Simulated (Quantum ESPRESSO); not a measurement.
# Al(100): a series in the number of layers, part 3 of 7

What law, if any, do the results for Al(100) follow against the number of layers?

Quantum ESPRESSO 7.5; plane-wave DFT, PBE, GBRV ultrasoft pseudopotentials.

So far. Step 2 (Relaxing cell and ions of the reference):  The last row is no step: it is a fresh SCF in the final cell with a new plane-wave basis, +0 meV from the row before.

## 4. Relaxation with pw.x, 4 layers (continued)

The steps of the relaxation:

| step | energy less that of the first step (eV) | largest force (eV/Å) |
| --- | --- | --- |
| 1 | 0.0000 | 0.0755 |
| 2 | -0.0004 | 0.0588 |
| 3 | -0.0007 | 0.0418 |
| 4 | -0.0010 | 0.0257 |

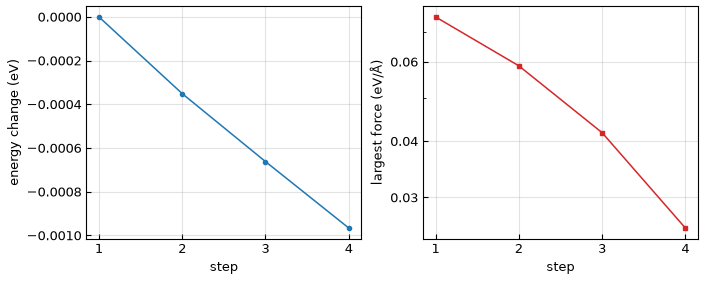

Energy and largest force along the relaxation.

Final coordinates:

```cif
data_structure
_symmetry_space_group_name_H-M 'P 1'
_symmetry_Int_Tables_number 1
_cell_length_a 2.8564
_cell_length_b 2.8564
_cell_length_c 22.0180
_cell_angle_alpha 90.000
_cell_angle_beta 90.000
_cell_angle_gamma 90.000
_cell_volume 179.64
loop_
_atom_site_label
_atom_site_type_symbol
_atom_site_fract_x
_atom_site_fract_y
_atom_site_fract_z
_atom_site_occupancy
Al1 Al 0.50000 0.50000 0.36216 1
Al2 Al 0.00000 0.00000 0.45440 1
Al3 Al 0.50000 0.50000 0.54560 1
Al4 Al 0.00000 0.00000 0.63784 1
```

Numbers from this step:

* free energy: -364.1040 eV
* Fermi energy: 0.2589 eV

## 5. Ground state, 4 layers

A run under open boundaries on these atoms gives the vacuum levels.

File m0.esm.in:

```
&control
  prefix = 'm0.esm'
  outdir = './out'
  pseudo_dir = './pseudo'
  calculation = 'scf'
  tprnfor = .true.
/
&system
  ibrav = 0
  nat = 4
  ntyp = 1
  ecutwfc = 40
  ecutrho = 200
  occupations = 'smearing'
  smearing = 'mv'
  degauss = 0.02
  assume_isolated = 'esm'
  esm_bc = 'bc1'
/
&electrons
  conv_thr = 1e-08
  mixing_beta = 0.25
  electron_maxstep = 160
  mixing_mode = 'local-TF'
  mixing_ndim = 12
/
ATOMIC_SPECIES
  Al  26.9815  al_pbe_v1.uspp.F.UPF
CELL_PARAMETERS angstrom
  2.85639291368519 0.00000000000000 0.00000000000000
  0.00000000000000 2.85639291368519 0.00000000000000
  0.00000000000000 0.00000000000000 22.01803885823456
ATOMIC_POSITIONS crystal
  Al  0.500000000000 0.500000000000 -0.137840505300
  Al  0.000000000000 0.000000000000 -0.045601785100
  Al  0.500000000000 0.500000000000 0.045601785100
  Al  0.000000000000 0.000000000000 0.137840505300
K_POINTS automatic
  12 12 1 0 0 0
```

Command:

```console
OMP_NUM_THREADS=1 mpirun -n 4 pw.x -nk 4 -in m0.esm.in > m0.esm.out
```

The log of the run:

```text
[banner, memory and clock lines left out]
Program PWSCF v.7.5 starts
[citation notice left out]

[...]
Message from routine setup:
[...]
bravais-lattice index     =            0
     lattice parameter (alat)  =       5.3978  a.u.
     unit-cell volume          =    1212.3029 (a.u.)^3
     number of atoms/cell      =            4
     number of atomic types    =            1
     number of electrons       =        12.00
     number of Kohn-Sham states=           10
     kinetic-energy cutoff     =      40.0000  Ry
     charge density cutoff     =     200.0000  Ry
     scf convergence threshold =      1.0E-08
     mixing beta               =       0.2500
     number of iterations used =           12  local-TF  mixing
     Exchange-correlation= SLA  PW   PBE  PBE
                           (   1   4   3   4   0   0   0)

     Effective Screening Medium Method
     Boundary Conditions: Vacuum-Slab-Vacuum
     total charge in unit cell        =   0.0000
     grid points for fit at edges     =        4

[...]
PseudoPot. # 1 for Al read from file:
     ./pseudo/al_pbe_v1.uspp.F.UPF
     Pseudo is Ultrasoft + core correction, Zval =  3.0
     Generated by new atomic code, or converted to UPF format
     Using radial grid of  893 points,  3 beta functions with:
                l(1) =   0
                l(2) =   1
                l(3) =   2
     Q(r) pseudized with  8 coefficients,  rinner =    0.900   0.900   0.900
                                                       0.900   0.900

     atomic species   valence    mass     pseudopotential
     Al                3.00    26.98150     Al( 1.00)

     16 Sym. Ops., with inversion, found ( 8 have fractional translation)

[...]
number of k points=    28  Marzari-Vanderbilt smearing, width (Ry)=  0.0200
[...]
Dense  grid:    57859 G-vectors     FFT dimensions: (  30,  30, 192)

     Smooth grid:    41459 G-vectors     FFT dimensions: (  24,  24, 180)

     Initial potential from superposition of free atoms

     starting charge      11.9901, renormalised to      12.0000

     negative rho (up, down):  1.597E-04 0.000E+00
     Starting wfcs are   16 randomized atomic wfcs

     per-process dynamical memory:    41.2 Mb

     Self-consistent Calculation

     iteration #  1     ecut=    40.00 Ry     beta= 0.25
     Davidson diagonalization with overlap
     ethr =  1.00E-02,  avg # of iterations =  4.5

     negative rho (up, down):  2.555E-05 0.000E+00

     total energy              =     -26.67008012 Ry
     estimated scf accuracy    <       0.16553032 Ry

     iteration #  2     ecut=    40.00 Ry     beta= 0.25
[...]
negative rho (up, down):  4.130E-05 0.000E+00

[...]
total energy              =     -26.77341743 Ry
     estimated scf accuracy    <       0.17633232 Ry

     iteration #  3     ecut=    40.00 Ry     beta= 0.25
[...]
negative rho (up, down):  3.475E-04 0.000E+00

[...]
total energy              =     -26.74963939 Ry
     estimated scf accuracy    <       0.18486871 Ry

     iteration #  4     ecut=    40.00 Ry     beta= 0.25
[...]
negative rho (up, down):  7.486E-04 0.000E+00

[...]
total energy              =     -26.75433319 Ry
     estimated scf accuracy    <       0.04323863 Ry

     iteration #  5     ecut=    40.00 Ry     beta= 0.25
[...]
negative rho (up, down):  6.099E-06 0.000E+00

[...]
total energy              =     -26.76177096 Ry
     estimated scf accuracy    <       0.01907733 Ry

     iteration #  6     ecut=    40.00 Ry     beta= 0.25
[...]
negative rho (up, down):  2.781E-05 0.000E+00

[...]
total energy              =     -26.76754984 Ry
     estimated scf accuracy    <       0.04246725 Ry

[...]
iteration # 47     ecut=    40.00 Ry     beta= 0.25
[...]
negative rho (up, down):  1.959E-04 0.000E+00

[...]
total energy              =     -26.76114828 Ry
     estimated scf accuracy    <       0.00000017 Ry

     iteration # 48     ecut=    40.00 Ry     beta= 0.25
[...]
negative rho (up, down):  1.949E-04 0.000E+00

[...]
total energy              =     -26.76114839 Ry
     estimated scf accuracy    <       0.00000014 Ry

     iteration # 49     ecut=    40.00 Ry     beta= 0.25
[...]
negative rho (up, down):  1.966E-04 0.000E+00

[...]
total energy              =     -26.76114822 Ry
     estimated scf accuracy    <       0.00000008 Ry

     iteration # 50     ecut=    40.00 Ry     beta= 0.25
[...]
negative rho (up, down):  1.935E-04 0.000E+00

[...]
End of self-consistent calculation

          k = 0.0000 0.0000 0.0000 (  5251 PWs)   bands (ev):

   -14.9666 -13.5761 -11.4410  -8.5889  -6.2782  -2.8093  -0.8741   0.0799
     0.2299   1.7190

          k = 0.0000 0.0833 0.0000 (  5227 PWs)   bands (ev):

   -14.8408 -13.4512 -11.3174  -8.4665  -6.1605  -2.6965  -0.7511  -0.5930
     0.3443   0.6833

[...]
the Fermi energy is    -4.2809 ev

!    total energy              =     -26.76114863 Ry
     estimated scf accuracy    <          1.1E-09 Ry
     smearing contrib. (-TS)   =      -0.00046070 Ry
     internal energy E=F+TS    =     -26.76068793 Ry

     The total energy is F=E-TS. E is the sum of the following terms:
     one-electron contribution =     328.59129241 Ry
     hartree contribution      =    -163.66944643 Ry
     xc contribution           =     -16.95519440 Ry
     ewald contribution        =    -174.72733950 Ry

     convergence has been achieved in  50 iterations

     negative rho (up, down):  1.935E-04 0.000E+00

     Forces acting on atoms (cartesian axes, Ry/au):

     atom    1 type  1   force =     0.00000000    0.00000000   -0.00098986
     atom    2 type  1   force =     0.00000000    0.00000000    0.00043810
     atom    3 type  1   force =     0.00000000    0.00000000   -0.00043810
     atom    4 type  1   force =     0.00000000    0.00000000    0.00098986

     Total force =     0.001531     Total SCF correction =     0.000032

[...]
```

Elapsed: 54 s, on 4 MPI ranks of Arm Neoverse V1, shared host; peak memory 0.37 GiB; 3.6 min of CPU time.

This step gave:

```
Fermi energy                                                   : -4.281 eV
vacuum line at the lower end of the cell, over the Fermi level : 4.281 eV
vacuum line at the upper end of the cell, over the Fermi level : 4.281 eV
```

The potential energy, planar mean oscillates, so the rows of the table below give means over windows of 2 Å about each position, cut where the curve ends. Its maxima inside the range that stand out by 2 % of the span (Å: eV): -2.1: -2.02, 0.0: -2.10, 2.1: -2.02. Its minima: -3.0: -11.9, -1.0: -12.0, 1.0: -12.0, 3.0: -11.9.

Electrostatic potential energy of an electron; zero at the Fermi level. Potential energy, planar mean against z; means over each step:

| z (Å) | potential energy, planar mean (eV) |
| --- | --- |
| -10 | 4.28 |
| -8 | 4.28 |
| -6 | 4.21 |
| -4 | -1.92 |
| -2 | -6.68 |
| 0 | -6.84 |
| 2 | -6.68 |
| 4 | -1.92 |
| 6 | 4.21 |
| 8 | 4.28 |
| 10 | 4.28 |

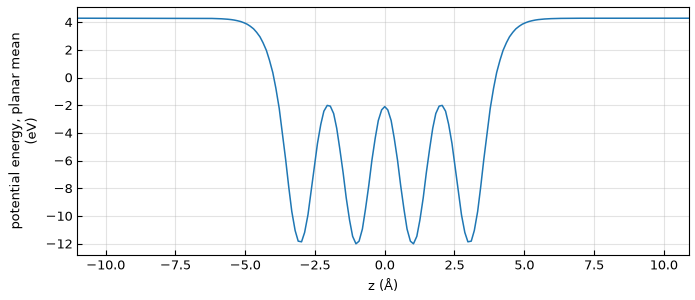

Potential energy, planar mean, plotted against z.

The vacuum levels are read from the outermost 0.7 Å of the cell on either side.

Inside the slab this potential holds the local part of the pseudopotentials, which can be repulsive at the nuclei; only its value in the vacuum has a meaning of its own.

[end of part 3 of 7]

[Logs are printed without paths, hosts, clocks, repeated set-up lines and the standing remarks that a program may print on its own settings, such as how far it seeks lower states.]

[Hosts, paths, dates, database ids (printed as entryN), source tags and the programs' standing remarks are cut or masked in the printed files.]

[Maps of the electrostatic potential energy from Ansatz leave out the sawtooth potential of an applied field or a dipole correction, so their vacuum need not be flat; planar profiles and work functions include it.]
